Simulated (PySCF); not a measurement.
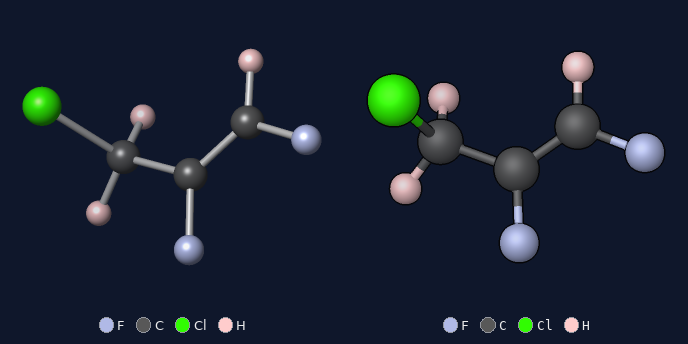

Both panels show the same species.

The computed structure is the end point of a GFN2-xTB optimisation. No frequency run is at hand to confirm it as a minimum.

Question: Give the formula.

Answer: C₃H₃ClF₂, 9 atoms: 3 carbon, 3 hydrogen, 1 chlorine and 2 fluorine.

Question: Name functional groups in it.

Answer: Among them: alkene, C–F bond, C–Cl bond.

Question: How many atoms are distinct by symmetry?

Answer: 9: 1 F, 1 C, 1 C, 1 F, 1 C, 1 Cl, 1 H, 1 H, 1 H.

Question: Give the symmetry (Schoenflies symbol).

Answer: C1.

The parts below concern this one geometry. Atoms keep their numbers from picture to picture.

### Shape

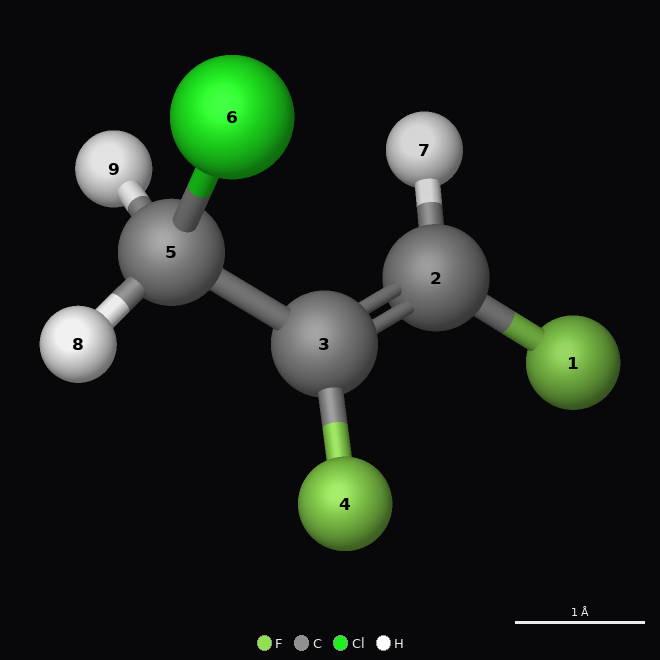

The atoms are numbered. No frequency run is at hand to confirm it as a minimum.

Estimate the angles F1–C2–C3, F1–C2–H7, C3–C2–H7, C2–C3–F4, C2–C3–C5, F4–C3–C5, C3–C5–Cl6, C3–C5–H8, C3–C5–H9, Cl6–C5–H8, Cl6–C5–H9.

```json
{"angle": "F1–C2–C3", "degrees": "123.3"}
{"angle": "F1–C2–H7", "degrees": "113.4"}
{"angle": "C3–C2–H7", "degrees": "123.3"}
{"angle": "C2–C3–F4", "degrees": "120.9"}
{"angle": "C2–C3–C5", "degrees": "124.7"}
{"angle": "F4–C3–C5", "degrees": "114.3"}
{"angle": "C3–C5–Cl6", "degrees": "110.2"}
{"angle": "C3–C5–H8", "degrees": "110.1"}
{"angle": "C3–C5–H9", "degrees": "111.8"}
{"angle": "Cl6–C5–H8", "degrees": "106.8"}
{"angle": "Cl6–C5–H9", "degrees": "106.7"}
```

### Electronic properties

No frequency run is at hand to confirm it as a minimum. Properties computed with PBE0/def2-SVPD, gas phase (PySCF 2.14.0). Excitations: vertical, linear response.

What does the calculation give?

- dipole moment: 2.44 D
- HOMO energy (Kohn–Sham orbital): −7.78 eV
- LUMO energy (Kohn–Sham orbital): −0.91 eV
- HOMO–LUMO gap: 6.88 eV
- mean static polarisability: 53.6 bohr³
- lowest vertical singlet excitation: 6.14 eV
- its oscillator strength: 0.140

### NMR shielding

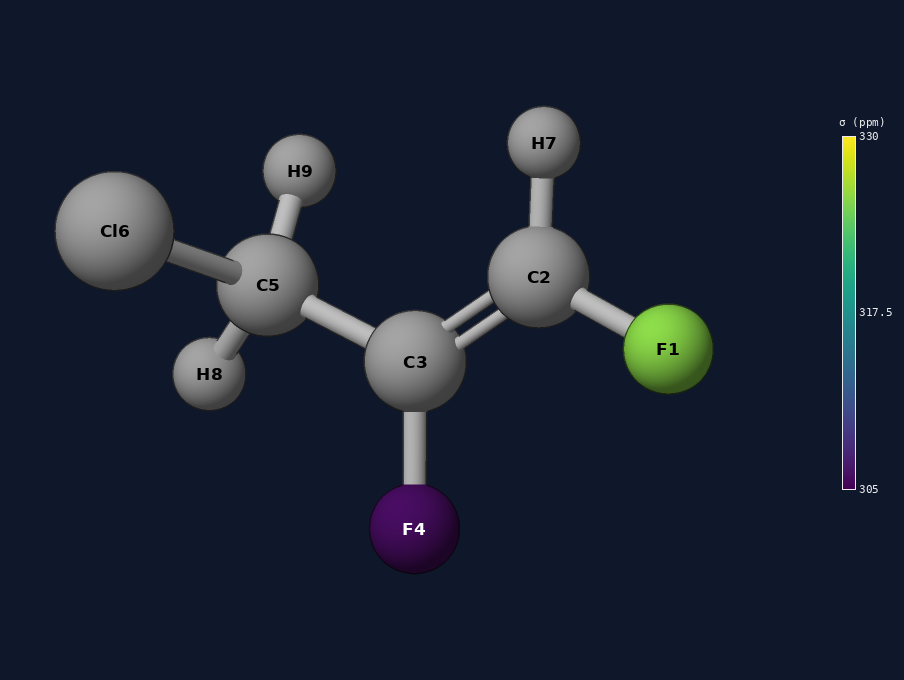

Atoms are coloured by their isotropic NMR shieldings (F only, the others grey). No frequency run is at hand to confirm it as a minimum. Method: GIAO PBE0/pcSseg-1 NMR shielding, non-relativistic, gas phase (PySCF 2.14.0).

List the isotropic NMR shieldings of the F atoms.

```csv
atom,σ (ppm)
F1,325.6
F4,305.8
```

### Charges

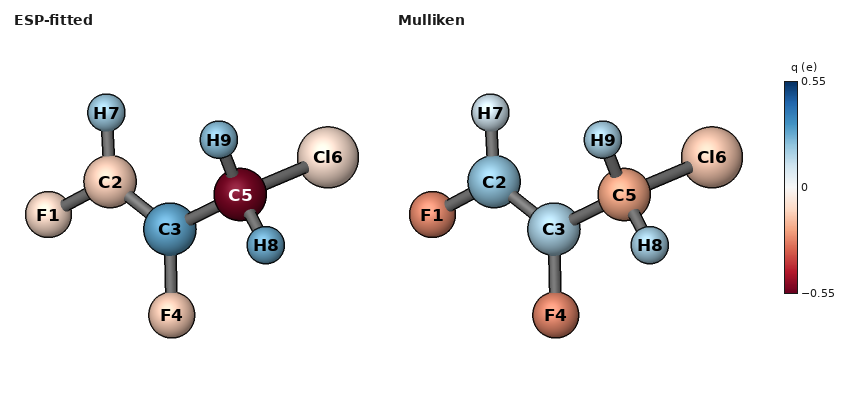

Atomic charges of one calculation by 2 schemes, on one colour scale. No frequency run is at hand to confirm it as a minimum. Level of theory: PBE0/pcSseg-1 (PySCF 2.14.0).

Question: On which atom do the schemes disagree most?

Answer: On C2 (from −0.13 to 0.22 e).

List the charges (e), one line for each set of equivalent atoms.

```csv
atom,ESP-fitted,Mulliken
F1,−0.10,−0.26
C2,−0.13,0.22
C3,0.29,0.18
F4,−0.14,−0.26
C5,−0.53,−0.21
Cl6,−0.09,−0.14
H7,0.20,0.11
H8,0.27,0.19
H9,0.23,0.18
```

Mulliken values depend strongly on the basis set and can even reverse the polarity of a bond.
